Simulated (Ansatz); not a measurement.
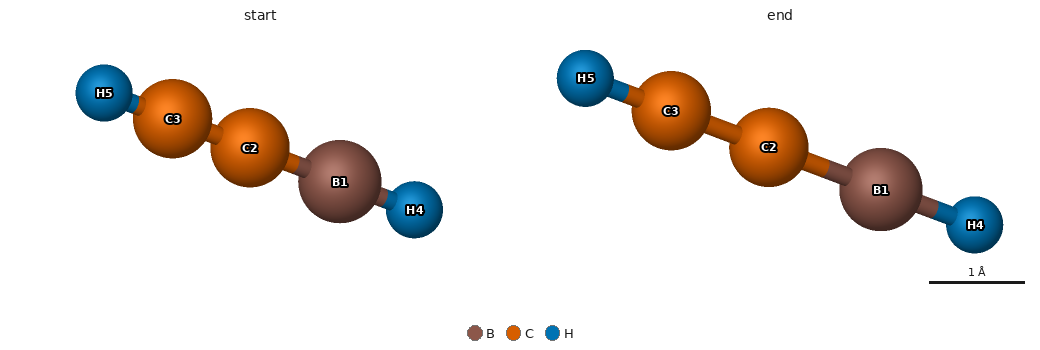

The structure of C₂H₂B (charge +1) before (left) and after (right) a relaxation, at one scale.

A ball-and-stick model, seen at a tilt.

It is one of the separated reactants of a reaction.

Theory: RKS PBE-D4/def2-SVP in Ansatz 0.2.0.

The input:
```yaml
crystal:
  periodic: [false, false, false]
  atoms:
    - {symbol: B, position_ang: [-0.767634, 0.609464, 0.416572]}
    - {symbol: C, position_ang: [0.055984, -0.045719, -0.031485]}
    - {symbol: C, position_ang: [0.766686, -0.608952, -0.417092]}
    - {symbol: H, position_ang: [-1.450777, 1.153642, 0.789026]}
    - {symbol: H, position_ang: [1.395742, -1.108435, -0.757021]}
basis:
  gaussian: {orbitals: def2-SVP}
total_charge: 1
hamiltonian: {xc: pbe, dispersion: d4}
relax: {f_tol: 0.03, max_steps: 250}
```

Run as
```bash
ansatz run in.yaml --threads 2 --pin off --events-out ev --progress --plain --max-ram 4352MiB
```

Summarise the run.

The energy falls by 10.574 eV in 5 geometry steps. Largest force component: 25 eV/Å at the start, 0.01 eV/Å at the end. The largest move after the best rigid fit is that of H4, 0.51 Å. By element the largest moves are H 0.51 Å, C 0.27 Å, B 0.27 Å. Some distances before and after: B1–C3 2.129 → 2.668 Å, B1–C2 1.144 → 1.427 Å, C2–C3 0.985 → 1.242 Å, B1–H4 0.949 → 1.194 Å. The run took 3.4 s on 2 threads of Intel Xeon Platinum 8175M @ 2.50GHz, with other jobs on the host.
